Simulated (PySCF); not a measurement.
**Two runs on VO**

System: VO, charge +1, multiplicity 5.
Method of run A: UKS PBE-D4/def2-TZVPP (PySCF 2.14.0).

The geometry comes from this level: PBE0-D4/def2-TZVPP. Text and figures count atoms from 1; the logs count them from 0 in places.

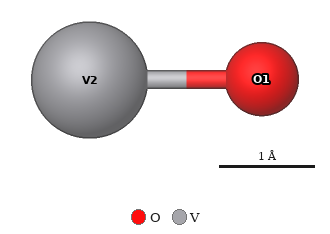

Fig. 1: The structure as given in the input (ball-and-stick view, seen at a tilt; atoms are numbered from 1 in the order of the input). Sticks mark near contacts.

### Input, run A
```python
import json, numpy as np
from pyscf import gto, scf, dft, mp, cc, lib
mol = gto.M(atom="""
O     -0.000287     0.000039    -0.145458
V      0.000260     0.000088     1.667624
""", basis='def2-TZVPP', charge=1, spin=4, verbose=3, max_memory=4000)
def mean_field(mol):
    mf = dft.UKS(mol, xc='pbe')
    mf.grids.level = 3
    mf.disp = "d4"
    mf.conv_tol = 1e-9; mf.chkfile = None; mf.max_cycle = 100
    return mf
last = {}
def solved(mol):
    mf = mean_field(mol); mf.kernel(last.get('dm'))
    if not mf.converged: mf = mf.newton().run(mf.mo_coeff, mf.mo_occ).undo_soscf()
    for _ in range(2 if mol.verbose or not last else 0):   # follow an internal instability downhill
        mo, _, stable, _ = mf.stability(return_status=True)
        if stable: break
        mf.kernel(mf.make_rdm1(mo, mf.mo_occ))
        if not mf.converged: mf = mf.newton().run(mf.mo_coeff, mf.mo_occ).undo_soscf()
    assert mf.converged
    last['dm'] = mf.make_rdm1()
    return mf
out = {}
def energy(mol, gradient=False):
    mf = out['mf'] = solved(mol)
    e = mf.e_tot
    out.update(e=e, ref=mf.e_tot)
    if not gradient: return e
    return e, mf.nuc_grad_method().kernel()
print('Total energy: %.8f Eh' % energy(mol))
mf = out.pop('mf')
out['s2'] = mf.spin_square()[0]
out['dipole'] = mf.dip_moment(unit='Debye').tolist()
out['x'] = mol.atom_coords(unit='angstrom').tolist()
json.dump(out, open('result.json', 'w'))
```

Command:
```bash
OMP_NUM_THREADS=2 python input.py
```

Hardware: 2 threads of AMD EPYC (Zen 3), 189 GiB of memory available, shared host.

### Output (run A)
```
WARN: HOMO -0.274268331465712 >= LUMO -0.435807513484761
WARN: HOMO -0.312966136996672 >= LUMO -0.410185895134631
WARN: HOMO -0.460240367380276 >= LUMO -0.502434994651203
WARN: HOMO -0.440279346983477 >= LUMO -0.519347681014175
WARN: HOMO -0.422300374776128 >= LUMO -0.486366590697013
WARN: HOMO -0.411043178198638 >= LUMO -0.47462912746638
WARN: HOMO -0.415718573135735 >= LUMO -0.471811610069082
WARN: HOMO -0.417216904206766 >= LUMO -0.470716884911383
WARN: HOMO -0.417642788636784 >= LUMO -0.470687687133117
WARN: HOMO -0.417813300459322 >= LUMO -0.470840781297049
WARN: HOMO -0.418014954252628 >= LUMO -0.470845821137721
WARN: HOMO -0.41801570311705 >= LUMO -0.470800427761192
WARN: HOMO -0.418013589998541 >= LUMO -0.47081004586454
WARN: HOMO -0.418008863703695 >= LUMO -0.470816867580405
WARN: HOMO -0.418008434208613 >= LUMO -0.470810870638696
WARN: HOMO -0.418009743490605 >= LUMO -0.470810866275789
WARN: HOMO -0.41800789876379 >= LUMO -0.470812292882903
converged SCF energy = -1018.5556566586  <S^2> = 6.0104784  2S+1 = 5.0041896
<class 'pyscf.dft.uks.UKS'> wavefunction has an internal instability
WARN: HOMO -0.432646573188747 >= LUMO -0.468295917145307
WARN: HOMO -0.36569395498871 >= LUMO -0.50080890832853
WARN: HOMO -0.42248132816802 >= LUMO -0.471861212181829
WARN: HOMO -0.420075475715004 >= LUMO -0.472351857027556
WARN: HOMO -0.418213443897031 >= LUMO -0.469767877873573
WARN: HOMO -0.418487601495222 >= LUMO -0.47123719726341
WARN: HOMO -0.41805884769167 >= LUMO -0.470796393903292
WARN: HOMO -0.418037889823697 >= LUMO -0.470827696665996
WARN: HOMO -0.418018017655354 >= LUMO -0.470792710658495
WARN: HOMO -0.417994342370918 >= LUMO -0.470785934552836
WARN: HOMO -0.417997367552855 >= LUMO -0.470795433054554
WARN: HOMO -0.41801230945363 >= LUMO -0.470801999536441
WARN: HOMO -0.418011344051283 >= LUMO -0.470802067387403
WARN: HOMO -0.418012614238916 >= LUMO -0.470802348342521
converged SCF energy = -1018.55566752366  <S^2> = 6.0104626  2S+1 = 5.0041833
<class 'pyscf.dft.uks.UKS'> wavefunction is stable in the internal stability analysis
Total energy: -1018.55566752 Eh
WARN: System has nonzero charge 1; the dipole moment is origin-dependent.
Location of origin: [0. 0. 0.]
Dipole moment(X, Y, Z, Debye):  0.00190,  0.00055, 10.49452
```

The input of run B differs as follows (lines with − go, lines with + come):
```diff
-    mf = dft.UKS(mol, xc='pbe')
+    mf = dft.UKS(mol, xc='b3lyp')
```

What does this change do to the results?

The total energies belong to different methods, so their difference says nothing on which is more stable or more accurate. The functional changes from PBE to b3lyp. On the same kind of shared host run B took about 1.7 times as long.

### Output (run B)
```
WARN: HOMO -0.246081149757719 >= LUMO -0.460962372953286
converged SCF energy = -1018.87269535471  <S^2> = 6.0055997  2S+1 = 5.0022394
<class 'pyscf.dft.uks.UKS'> wavefunction has an internal instability
converged SCF energy = -1018.88078824507  <S^2> = 6.0061493  2S+1 = 5.0024591
<class 'pyscf.dft.uks.UKS'> wavefunction is stable in the internal stability analysis
Total energy: -1018.88078825 Eh
WARN: System has nonzero charge 1; the dipole moment is origin-dependent.
Location of origin: [0. 0. 0.]
Dipole moment(X, Y, Z, Debye):  0.00220,  0.00057, 11.18329
```

### The two runs side by side

| quantity | run A | run B |
| --- | --- | --- |
| outcome | converged | converged |
| total energy (hartree) | −1018.555668 | −1018.880788 |
| ⟨S²⟩ | 6.010 | 6.006 |
| wall time (shared host) | 35 s | 60 s |
